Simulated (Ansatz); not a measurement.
System: La₂Be₅Pb.

```yaml
crystal:
  lattice:
    - [4.20673, 0.00000, 0.00000]
    - [0.00000, 15.54992, 0.00000]
    - [0.00000, 0.00000, 8.47080]
  atoms:
    - { symbol: La, position: [0.00000, 0.79410, 0.25000] }
    - { symbol: La, position: [0.50000, 0.29410, 0.25000] }
    - { symbol: La, position: [0.00000, 0.20590, 0.75000] }
    - { symbol: La, position: [0.50000, 0.70590, 0.75000] }
    - { symbol: La, position: [0.00000, 0.00000, 0.00000] }
    - { symbol: La, position: [0.50000, 0.50000, 0.00000] }
    - { symbol: La, position: [0.00000, 0.00000, 0.50000] }
    - { symbol: La, position: [0.50000, 0.50000, 0.50000] }
    - { symbol: Pb, position: [0.00000, 0.44414, 0.25000] }
    - { symbol: Pb, position: [0.50000, 0.94414, 0.25000] }
    - { symbol: Pb, position: [0.00000, 0.55586, 0.75000] }
    - { symbol: Pb, position: [0.50000, 0.05586, 0.75000] }
    - { symbol: Be, position: [0.00000, 0.18537, 0.10849] }
    - { symbol: Be, position: [0.50000, 0.68537, 0.10849] }
    - { symbol: Be, position: [0.00000, 0.81463, 0.60849] }
    - { symbol: Be, position: [0.50000, 0.31463, 0.60849] }
    - { symbol: Be, position: [0.00000, 0.81463, 0.89151] }
    - { symbol: Be, position: [0.50000, 0.31463, 0.89151] }
    - { symbol: Be, position: [0.00000, 0.18537, 0.39151] }
    - { symbol: Be, position: [0.50000, 0.68537, 0.39151] }
    - { symbol: Be, position: [0.00000, 0.34295, 0.01388] }
    - { symbol: Be, position: [0.50000, 0.84295, 0.01388] }
    - { symbol: Be, position: [0.00000, 0.65705, 0.51388] }
    - { symbol: Be, position: [0.50000, 0.15705, 0.51388] }
    - { symbol: Be, position: [0.00000, 0.65705, 0.98612] }
    - { symbol: Be, position: [0.50000, 0.15705, 0.98612] }
    - { symbol: Be, position: [0.00000, 0.34295, 0.48612] }
    - { symbol: Be, position: [0.50000, 0.84295, 0.48612] }
    - { symbol: Be, position: [0.00000, 0.60411, 0.25000] }
    - { symbol: Be, position: [0.50000, 0.10411, 0.25000] }
    - { symbol: Be, position: [0.00000, 0.39589, 0.75000] }
    - { symbol: Be, position: [0.50000, 0.89589, 0.75000] }
```

Space group Cmcm; built by placing these elements on a known structure type; not relaxed (largest force 1.6 eV/Å); computed pressure about 6 GPa in this cell.

Theory: DFT, PAW plane waves, r2SCAN (Ansatz 0.2.0).

Question: Predict the valence pseudo-density and electron localisation function between the atoms.

Answer: Be–Pb (2.49 Å): ρ at the midpoint is about 0.42 e/Å³; the ELF is about 0.50 at the midpoint.
La–Be (2.95 Å): the density is about 0.17 e/Å³ at the midpoint, with its minimum of 0.15 e/Å³ about 1.7 Å from La; the ELF is about 0.10 at the midpoint; no shared electron pair shows on this line.
Bader's partition of the density gives La +1.19 to +1.32, Pb −2.12 and Be −0.29 to +0.41 e.

Question: What Bader charges does the calculation give?

Answer: Electrons move from La towards Pb. Bader charges: La +1.19 to +1.32, Pb −2.12 and Be −0.29 to +0.41 e.

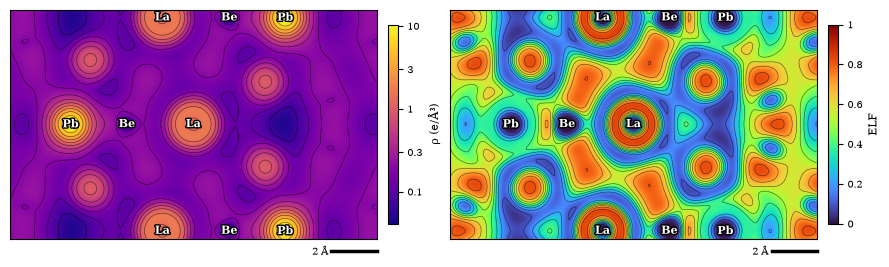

Computed valence pseudo-density and electron localisation function on the (101) plane of the conventional cell, in this order. Atoms just off the plane (La, 0.9 Å away and Be, 0.5 Å away) can leave unmarked features too.

In a PAW calculation such maps are meaningful between the atoms, not at the nuclei.
